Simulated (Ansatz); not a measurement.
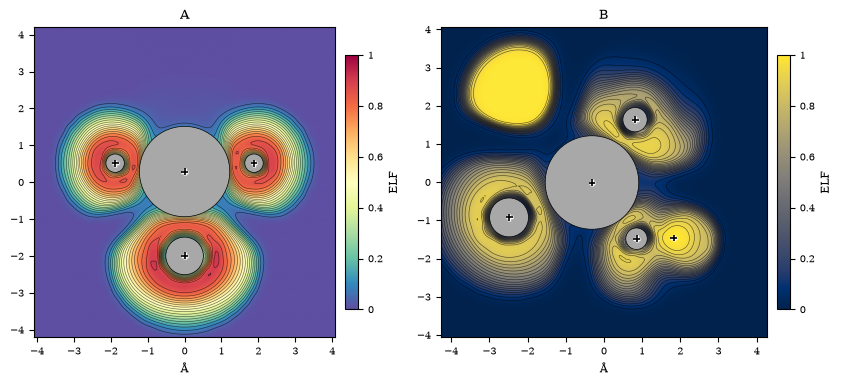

The electron localisation function of 2 systems, each on a plane through atoms (crosses mark nuclei in the plane; grey discs cover the cores).

These are results of RKS PBE-D4/def2-SVP (Ansatz), not measurements.

System 1: ClF₄Ta, the plane of atoms F4, Ta1 and Cl5. Core potentials replace the inner electrons of Ta.

```xyz
6

Ta   -0.0272    0.0471    0.0000
F     1.8408    0.1902    0.0000
F     0.0860   -0.1490    1.8819
F     0.0860   -0.1490   -1.8819
Cl   -1.1706    2.0275    0.0000
F    -1.0851   -1.4991    0.0000
```

System 2: Cl₃H₃NOTa···H₂, the plane of atoms N3, Ta1 and Cl6. Core potentials replace the inner electrons of Ta; not at a stationary point (largest force 1.9 eV/Å).

```yaml
atoms:
  - { symbol: Ta, position_ang: [-0.2653, 0.1936, -0.0801] }
  - { symbol: Cl, position_ang: [2.0516, 0.9578, 0.0157] }
  - { symbol: N, position_ang: [0.1690, -0.3969, 1.7748] }
  - { symbol: H, position_ang: [-0.3854, -1.0777, 2.3047] }
  - { symbol: H, position_ang: [1.0907, -0.2717, 2.2053] }
  - { symbol: Cl, position_ang: [-0.0959, -0.2423, -2.3886] }
  - { symbol: O, position_ang: [-1.1467, 1.8486, 0.0569] }
  - { symbol: H, position_ang: [-1.3573, 2.3409, 0.8717] }
  - { symbol: Cl, position_ang: [-2.0854, -1.2753, 0.1340] }
  - { symbol: H, position_ang: [1.5304, -2.1891, -0.4190] }
  - { symbol: H, position_ang: [1.9296, -1.5936, -0.3214] }
```

> Match each panel to its system.

Panel A is system 1, ClF₄Ta: the plane holds Ta, F and Cl. Ta–F (1.90 Å): the ELF peaks at about 0.85 in the valence shell of F, 0.5 Å from its nucleus, and drops to about 0.20 between the two atoms. Panel B is system 2, Cl₃H₃NOTa···H₂: the plane holds Ta, N, Cl, O and H. Ta–O (1.88 Å): the ELF peaks at about 0.85 in the valence shell of O, 0.5 Å from its nucleus, and drops to about 0.25 between the two atoms.
